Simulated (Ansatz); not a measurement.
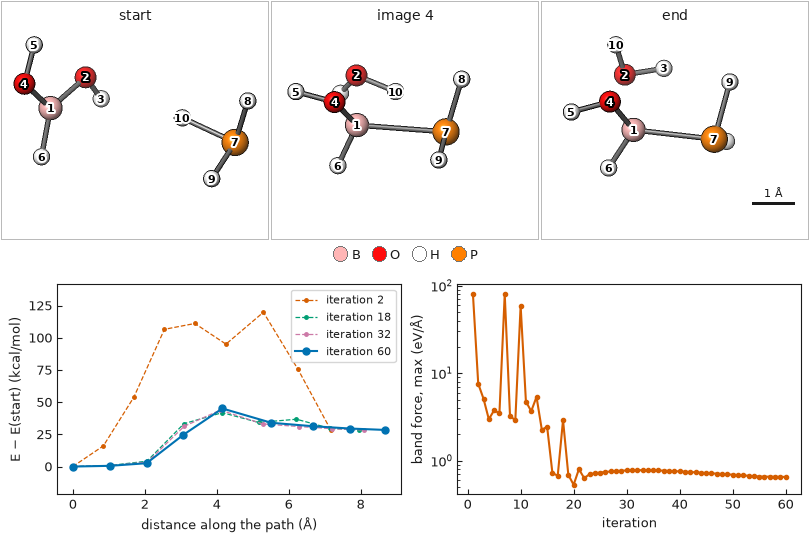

NEB run on BPH₆O₂, made up at the start of BH3O2 and PH3. Images are numbered from 0 (start) to 8 (end). The plot follows the band through its iterations. The picture is a ball-and-stick view, seen from a free direction.

Theory: RKS PBE/def2-SVP in Ansatz 0.2.0. Settings: 7 movable images; climbing image; force threshold 0.03 eV/Å; iteration limit 60; optimiser L-BFGS; largest step 0.5 Å; starting path through a guess of the saddle point.

### Judge this run.

The result isn't final. The band hadn't converged when the run stopped after 60 iterations. The largest component of the band force went from 80 to 0.65 eV/Å. The barrier read from it is provisional: over the last two iterations the highest image moved from 45.4 kcal/mol to 45.1 kcal/mol. The step length is far from the usual. The first iteration put the highest image at 636.6 kcal/mol. The energy climbs by 45.1 kcal/mol to image 4 and then falls by 16.7 kcal/mol, so the end point sits at +28.4 kcal/mol.

Limits of the set-up: the start holds two separate molecules, 2.5 Å apart at their closest, whose relative position is a soft coordinate and is computed without a dispersion correction.

The run took 8.2 min on 2 threads of Arm Neoverse V2, with other jobs on the host, peak memory 0.12 GiB.
